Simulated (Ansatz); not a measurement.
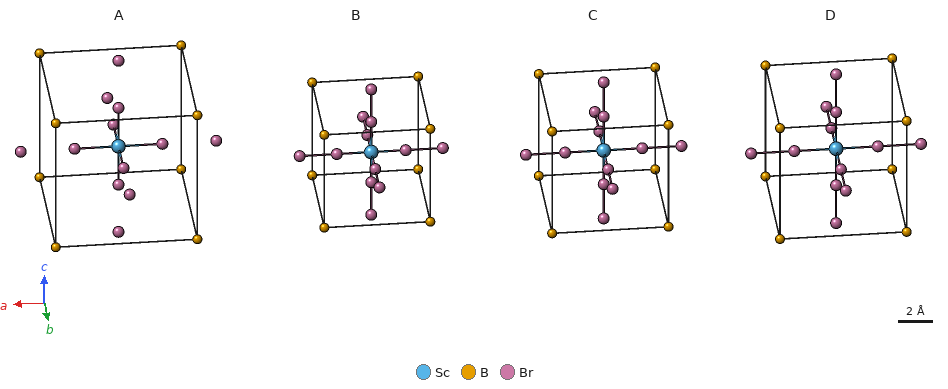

4 geometries from one relaxation of a crystal of ScBBr$_{6}$ (a generated structure, set up in Pm-3m) (coarse preliminary run), in shuffled order. Style: ball-and-stick. Shown: the cell of the calculation, from a free direction.

Computed with Ansatz, DFT PBE, scalar-relativistic, plane waves, PAW. (plane-wave cutoff 420 eV; k-point mesh 4 × 4 × 4; occupations gaussian; smearing width 0.1 eV; no spin polarisation; cell and atoms relaxed; force threshold 0.04 eV/Å; at most 70 steps)

Order the frames from highest to lowest energy.

B, C, D, A. They are steps 0, 2, 4, 11, at +2608 meV per atom, +843 meV per atom, +215 meV per atom relative to the last. Over 9 accepted moves (11 points after the start) the energy falls by 2608 meV per atom. The largest force component goes from 5.8 to 0.0048 eV/Å. Pressure: 43.01 GPa at the start and 0.05 GPa at the end. The SCF was repeated twice at an unchanged geometry on a basis and grid sized afresh for the cell, which shifted the energy by 86.5 meV per atom at most. The largest moves relative to the cell, 0.13 Å, are those of Br atoms. Sc and B stay in place. The drawn cell changes as follows: a = b = c 6.315 → 8.435 Å (+33.6 %); the volume changes by +138.4 %. Among the contacts that change: Br–Br 2.212 → 3.207 Å, Br–Br 2.901 → 3.697 Å, Br–Sc 2.051 → 2.614 Å. Bonds break: Br–Br (2.21 → 3.21 Å). The space group stays Pm-3m (No. 221). The run took 110 s on 1 thread of Intel(R) Xeon(R) Platinum 8488C (Sapphire Rapids) (shared host), peak memory 0.78 GiB.
